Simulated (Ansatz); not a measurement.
**B₃Si (charge +1): density, localisation and related maps**

Input file:

```
crystal:
  periodic: [false, false, false]
  atoms:
    - {symbol: B, position_ang: [-0.778766, -0.479110, 0.047166]}
    - {symbol: B, position_ang: [-0.834945, 1.067007, 0.037636]}
    - {symbol: B, position_ang: [0.650779, 0.642657, -0.041508]}
    - {symbol: Si, position_ang: [0.962933, -1.230563, -0.043294]}
basis:
  gaussian: {orbitals: def2-TZVP, initial_orbitals: start.molden}
total_charge: 1
hamiltonian: {xc: pbe0, dispersion: d4}
scf: {omitted_lower_state_checks: [starts]}
output: {orbitals: {seedname: orbitals}}
```

Run with:

```sh
ansatz run in.yaml --threads 4 --pin off --events-out ev --progress --plain --max-ram 3916MiB
```

Geometry: r2SCAN-D4/def2-TZVP.

Theory: RKS PBE0-D4/def2-TZVP in Ansatz.

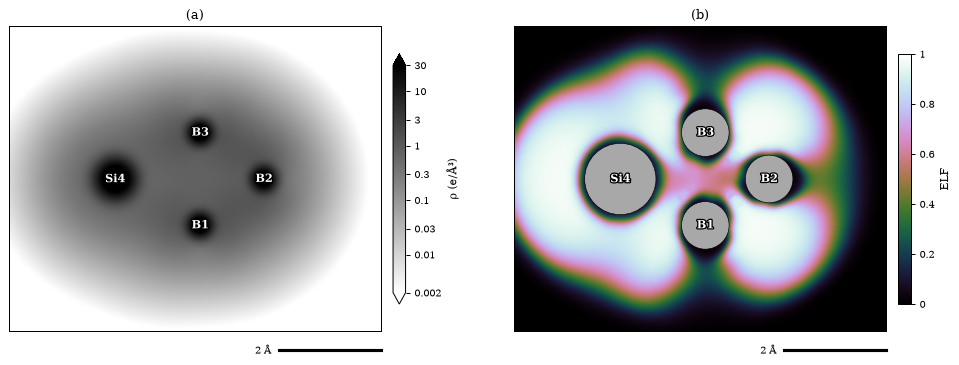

Figure 1. (a) total electron density; (b) electron localisation function on the molecular plane. Grey discs cover the atomic cores in the ELF map.

What does the map show?

The section cuts through B and Si sites.
B–B (1.55 Å): ρ at the midpoint is about 1.1 e/Å³; the ELF peaks at about 0.90 between the atoms (a covalent bond).
Si–B (1.90 Å): ρ is about 0.78 e/Å³ halfway; the ELF peaks at about 0.90 between the atoms: a shared electron pair.
The ELF also peaks beside Si4, away from the bonds: lone-pair regions.

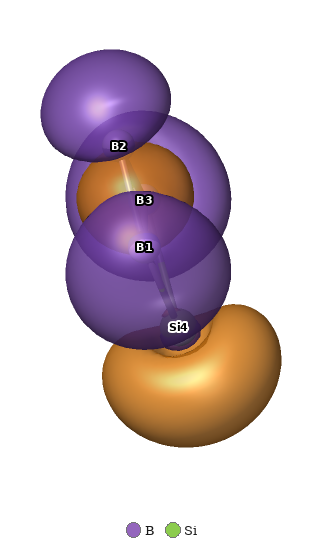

Figure 2. The LUMO at ±0.1 Å⁻³ᐟ² (orange and purple are the two phases), seen at an oblique angle.

Where does this orbital lie, and at what energy?

It lies mainly on Si4 (about 30 %), B1 (about 25 %), B3 (about 25 %) and B2 (about 20 %); it is symmetric in the molecular plane (an in-plane orbital: σ, lone-pair or in-plane π type). Its energy is −10.62 eV.

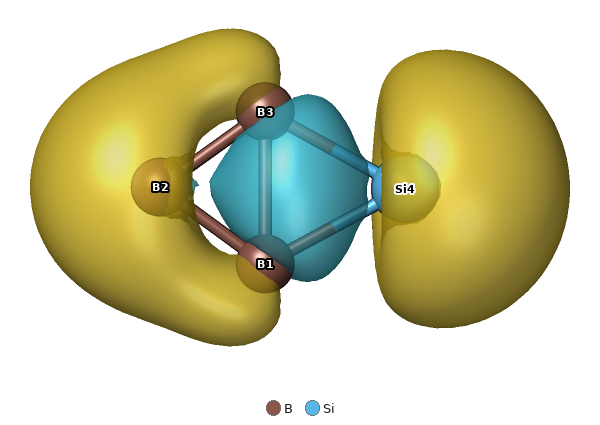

Figure 3. The HOMO−1 at ±0.08 Å⁻³ᐟ² (yellow and cyan are the two phases), seen across its widest extent.

Where does this orbital lie, and at what energy?

By Hirshfeld shares it lies mainly on Si4 (about 55 %), B2 (about 25 %), B1 (about 10 %) and B3 (about 10 %); it is symmetric in the molecular plane (an in-plane orbital: σ, lone-pair or in-plane π type). Its energy is −13.89 eV.
